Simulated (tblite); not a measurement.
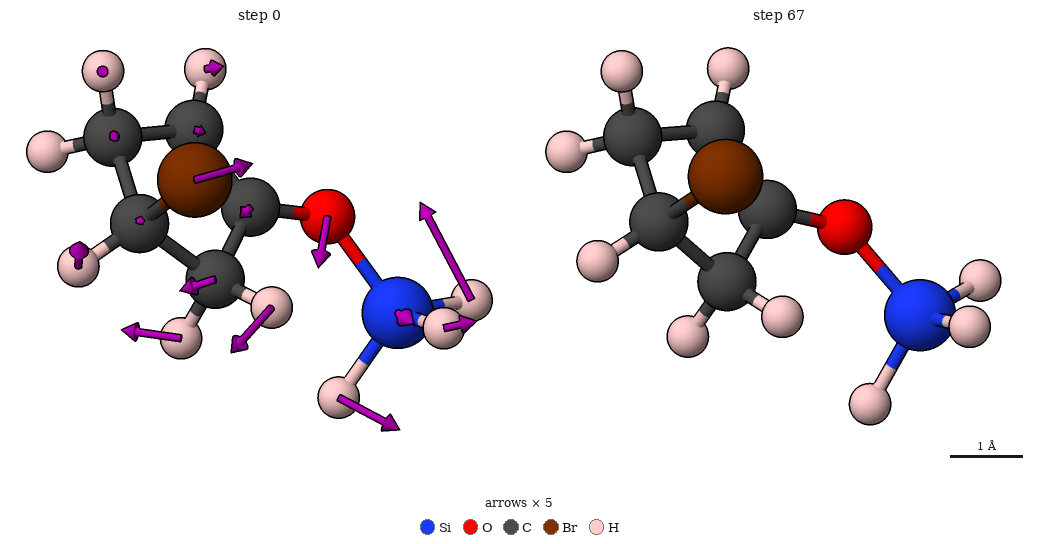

The structure of C₅H₉BrOSi before (left) and after (right) a relaxation, at one scale. The purple arrows give the displacements, magnified 5 times.

A ball-and-stick model, seen from a free direction.

These are results of GFN2-xTB geometry optimisation, gas phase (tblite), not measurements. 

Question: What changed between the two?

Answer: Over 67 geometry steps the energy falls by 17.8 kJ/mol. The atom that moves furthest after the best rigid fit is an H atom (0.32 Å). Largest moves by element: H 0.32 Å, Br 0.19 Å, O 0.16 Å, C 0.11 Å, Si 0.08 Å. Among the contacts that change: O–Si 1.673 → 1.629 Å, H–Si 1.481 → 1.452 Å, C–O 1.362 → 1.337 Å, C–C 1.352 → 1.330 Å. Bond angles that change, for instance: O–Si–H 110.1° → 98.9°, Si–O–C 124.7° → 133.7°, O–C–C 121.9° → 126.2°.
